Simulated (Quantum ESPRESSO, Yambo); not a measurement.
# Quasiparticle gap of CdTe (F-43m) in Yambo, part 3 of 3

How does a plane-wave GW calculation on CdTe (F-43m) run from the first input to the gap?

Quantum ESPRESSO 7.5 and Yambo 5.3.0; PBE and many-body steps on it, plane waves. Known limits of the many-body steps: not at the basis limit; no spin-orbit coupling; coarse k mesh.

So far. Step 3 (Bands along the symmetry lines): The gap is 0.870 eV, as in the run before at this level. Step 4 (Empty states on the mesh, 4×4×4 mesh, 134 bands): On this mesh the gap is 0.870 eV.

The database entry behind the starting cell differs from later determinations by our own check (an axis about 1.1 % short against later determinations), so it need not match the best structure at ambient conditions.

### Step 6. Screening and self-energy, 4×4×4 mesh, 134 bands, screening to 156.5 eV

Now the one-shot GW correction: screening in the RPA, then the self-energy of the levels asked for.

This step: G0W0 on PBE, plane waves, norm-conserving pseudopotentials.

Input file gw1.in:

```
HF_and_locXC
gw0
dyson
ppa
em1d
rim_cut
RandQpts= 1000000
RandGvec= 1 RL
EXXRLvcs= 94 Ry
VXCRLvcs= 376 Ry
Chimod= "HARTREE"
% BndsRnXp
 1 | 134 |
%
NGsBlkXp= 11.5 Ry
% LongDrXp
 1 | 1 | 1 |
%
% GbndRnge
 1 | 134 |
%
DysSolver= "n"
ExtendOut
PPAPntXp= 27.21138 eV
% QPkrange
 1 | 1 | 21 | 24 |
%
```

Launch:

```console
$ OMP_NUM_THREADS=1 mpirun -n 4 yambo -F gw1.in -J gw1 -C gw1 > gw1.log
```

Log:

```text
 Yambo, version 5.3.0

 [02] CORE Variables Setup
 =========================

  [... cell, symmetries and grids as in the set-up ...]

  [02.05] Energies & Occupations
  ==============================

  [X] === General ===
  [X] Electronic Temperature                        :  0.000000  0.000000 [eV K]
  [X] Bosonic    Temperature                        :  0.000000  0.000000 [eV K]
  [X] Finite Temperature mode                       : no
  [X] El. density                                   :  0.66825E+24 [cm-3]
  [X] Fermi Level                                   :  8.767355 [eV]

  [X] === Gaps and Widths ===
  [X] Conduction Band Min                           :  0.870059 [eV]
  [X] Valence Band Max                              :  0.000000 [eV]
  [X] Filled Bands                                  :  22
  [X] Empty Bands                                   :   23  134
  [X] Direct Gap                                    :  0.870059 [eV]
  [X] Direct Gap localized at k                     :  1
  [X] Indirect Gap                                  :  0.870059 [eV]
  [X] Indirect Gap between kpts                     :  1  1
  [X] Last valence band width                       :  2.333765 [eV]
  [X] 1st conduction band width                     :  3.502416 [eV]

 [03] Transferred momenta grid and indexing
 ==========================================

 IBZ Q-points                                      :   8
 BZ  Q-points                                      :   64

 K/Q-points units:
 rlu = crystal or reduced units; cc = cartesian coordinates; iku = interal k-units

 Q [1]          [rlu]:  0.000000  0.000000  0.000000
 Q [2]          [rlu]: -0.91950E-18 -0.91950E-18  0.25000
 Q [3]          [rlu]:  0.18390E-17  0.18390E-17 -0.50000
 Q [4]          [rlu]:  0.93911E-17  0.25000      0.25000
 Q [5]          [rlu]:  0.54592E-16  0.25000      0.50000
 Q [6]          [rlu]:  0.18390E-17  0.25000     -0.25000
 Q [7]          [rlu]: -0.18782E-16 -0.50000     -0.50000
 Q [8]          [rlu]:  0.250000 -0.500000 -0.250000

 [04] Coloumb potential Random Integration (RIM)
 ===============================================

  [04.01] RIM initialization
  ==========================

  * Diagonal components only detected *

  8 x (sBL volume)        :  0.069781 [a.u.]
  sBZ random points       :  1000000
  Points outside the sBZ  :   7999624
  RL volume               :  0.558250 [a.u.]
  Integrated volume       :  0.558276 [a.u.]

  [04.02] RIM integrals
  =====================

  Gamma point sphere radius             :  0.074679 [a.u.]
  Points outside the sphere             :   799635
  [Int_sBZ(q=0) 1/q^2]*(Vol_sBZ)^(-1/3) =:  7.763403
                                 should be <:  7.795600

  Summary of Coulomb integrals for non-metallic bands |Q|[au] RIM/Bare

  Q [1] 0.100000E-4 0.995870 * Q [2] 0.224607 1.063761
  Q [4] 0.259354 1.062979 * Q [6] 0.366782 1.026387
  Q [5] 0.430090 1.018651 * Q [3] 0.449214 1.016906
  Q [7] 0.518708 1.013309 * Q [8] 0.579933 1.010246

 [05] Dipoles
 ============

  [05.01] Setup: observables and procedures
  =========================================

 [06] Dynamic Dielectric Matrix (PPA)
 ====================================

 [WR./gw1//ndb.pp]---------------------------------------------------------------
  Brillouin Zone Q/K grids (IBZ/BZ)                :    8   64    8   64
  RL vectors                                       :   8099 [WF]
  Coulomb cutoff potential                         : none
  Electronic Temperature                           :  0.000000 [K]
  Bosonic    Temperature                           :  0.000000 [K]
  PPA    diel. fun.  energies                      : Perdew, Burke & Ernzerhof(X)+Perdew, Burke & Ernzerhof(C)
  wavefunctions                                    : Perdew, Burke & Ernzerhof(X)+Perdew, Burke & Ernzerhof(C)
  Global Gauge                                     : length
  X matrix size                                    :   339
  X band range                                     :    1  134
  X e/h energy range                               : -1.000000 -1.000000 [eV]
  X Time ordering                                  : R
  X Hxc Kernel                                     : HARTREE
  X Drude frequency                                :  0.000000  0.000000
  X poles                                          :  100.0000 [o/o]
  RL vectors in the sum                            :   8099
  [r,Vnl] included                                 : yes
  Field direction                                  :  0.577350E-5  0.577350E-5  0.577350E-5
  BZ energy Double Grid                            : no
  BZ energy DbGd points                            : 0
  BZ Q point size factor                           : -1.000000
  X Optical Averaged directions                    : none

 [07] Local Exchange-Correlation + Non-Local Fock
 ================================================

 [VXC] Plane waves :   54769
 [EXS] Plane waves :   6879

 QP @ state[ 1 ] K range:  1  1
 QP @ state[ 1 ] b range:  21  24

 [xc] Functional : Perdew, Burke & Ernzerhof(X)+Perdew, Burke & Ernzerhof(C)
 [xc] LIBXC used to calculate xc functional
  PP Number of Atomic Species                      :  2
  NLCC RL compoments                               :   54769
  PP Number of Atomic Species                      :  2
  NLCC RL compoments                               :   54769

 [xc] E_xc :  -35.76984 [Ha]
      E_xc :  -71.53968 [Ry]

  Local XC kind (lXC) : Perdew, Burke & Ernzerhof(X)+Perdew, Burke & Ernzerhof(C)
  Non-Local XC kind (nlXC) : Hartree-Fock

  Corrections @ K [1] :  [eV]
 <21|nlXC|21> = -16.53374  0.24943E-19 <21|lXC|21> = -14.60577  0.11739E-20
 <22|nlXC|22> = -16.53372 -0.14325E-18 <22|lXC|22> = -14.60577 -0.47206E-16
 <23|nlXC|23> = -8.184634 -0.56306E-18 <23|lXC|23> = -12.06425  0.37763E-15
 <24|nlXC|24> = -6.083436 -0.25425E-17 <24|lXC|24> = -10.27494  0.28315E-15

 [08] Dyson equation: Newton solver
 ==================================

  [08.01] G0W0 (W PPA)
  ====================

  [  GW  ] Bands range     :    1  134
  [GW/PPA] G damping       :  0.100000 [eV]

  QP @ state[ 1 ] K range:  1  1
  QP @ state[ 1 ] b range:  21  24

   Sc/G bands                                       :    1  134
   Sc/G damping                                     :  0.100000 ev
   Sc bands terminator                              : no
   Sx RL components                                 :   6879

   QP @ state[ 1 ] K range                          :  1  1
   QP @ state[ 1 ] b range                          :  21  24
   GF energies kind                                 : Perdew, Burke & Ernzerhof(X)+Perdew, Burke & Ernzerhof(C)
   GF WF`s kind                                     : Perdew, Burke & Ernzerhof(X)+Perdew, Burke & Ernzerhof(C)
   Xs energies kind                                 : Perdew, Burke & Ernzerhof(X)+Perdew, Burke & Ernzerhof(C)
   Xs WF`s kind                                     : Perdew, Burke & Ernzerhof(X)+Perdew, Burke & Ernzerhof(C)

 [11] Game Over & Game summary
```

The job ended after 4.3 min (4 MPI ranks of Arm Neoverse V1, shared host; peak memory 2.4 GiB).

This step gave:

```yaml
g0w0_gap_on_the_points_computed: 1.657 eV
starting_gap_on_the_mesh: 0.8701 eV
k_of_the_valence_top: 0, 0, 0
k_of_the_conduction_bottom: 0, 0, 0
least_direct_g0w0_gap_on_the_computed_points: 1.657 eV
z_at_the_valence_top: 0.8020
z_at_the_conduction_bottom: 0.8134
```

The gap on the mesh goes from 0.87 eV to 1.66 eV, a correction of +0.79 eV.

Limits: finite bands, cutoff and mesh; no spin-orbit coupling; coarse k mesh. v1 is the top filled band, c1 the lowest empty one. The levels before and after the correction (eV, zero at the valence-band top of each column):

|  | conduction bottom | valence top |
| --- | --- | --- |
| Kohn-Sham | 0.87 | 0.00 |
| G0W0 | 1.66 | 0.00 |

|  | level | energy (eV) |
| --- | --- | --- |
| Kohn-Sham | Γ v2-v1 | 0.000 |
| Kohn-Sham | Γ c1 | 0.870 |
| Kohn-Sham | Γ c2 | 4.597 |
| G0W0 | Γ v2-v1 | 0.000 |
| G0W0 | Γ c1 | 1.657 |
| G0W0 | Γ c2 | 5.283 |

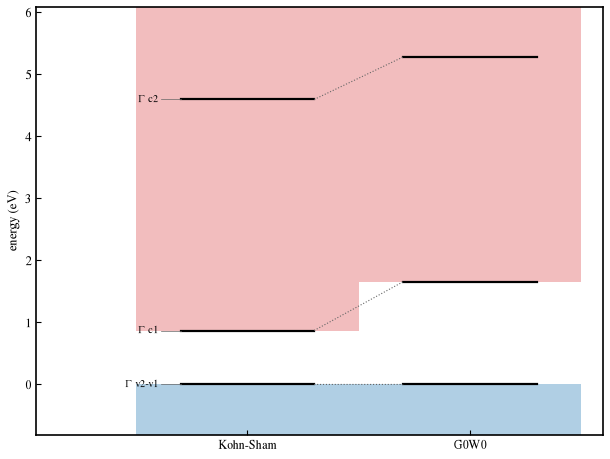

Levels before and after the correction. Shaded: valence and conduction bands.

### Step 7. Where the time went

Times are wall times on the hardware named with each run, good to a factor of about two.

| step | time | share | memory (GiB) |
| --- | --- | --- | --- |
| ground state | 18 s | 6 % | 0.39 |
| bands along the symmetry lines | 13 s | 4 % | 0.31 |
| empty states on the mesh | 22 s | 7 % | 0.54 |
| conversion and set-up | 3.5 s | 1 % | 0.26 |
| screening and self-energy | 4.3 min | 82 % | 2.4 |

### Step 8. Results

```json
{
  "PBE gap": "0.87 eV, direct",
  "G0W0 gap on the mesh": "1.66 eV",
  "GW settings": "4×4×4 mesh, 134 bands, screening to 156.5 eV, Godby-Needs plasmon pole",
  "known limits": "not at the basis limit; no spin-orbit coupling; coarse k mesh"
}
```

**Reading.** G0W0 moves the gap on the mesh from 0.87 eV to 1.66 eV (+0.79 eV), with Z of 0.80 and 0.81 at the edges. Only 1 of the mesh's irreducible points was corrected, so a valley elsewhere could overtake. The dearest step here is «screening and self-energy». Bands and cutoff are finite, so the gap is not at the basis limit. The miss can reach some tenths of an eV and take either sign; the mesh is an error of its own. In the G0W0 run levels were corrected at 1 k point alone, so a gap called «on the mesh» is the least over those, and an edge elsewhere would be missed. The 4×4×4 mesh is coarse for this cell, which bears on the long-range parts of exchange and screening. The many-body steps are scalar-relativistic: spin-orbit coupling is not in them.

[Paths, hosts, dates, memory and timing lines, banners, echoed tables and standing remarks are left out of the program output.]

[Logs are printed without paths, hosts, clocks, repeated set-up lines and the standing remarks that a program may print on its own settings, such as how far it seeks lower states.]

[Runs of the session that timed out or met a known fault of the program may be left out.]

[Hosts, paths, dates, database ids (printed as entryN), source tags and the programs' standing remarks are cut or masked in the printed files.]
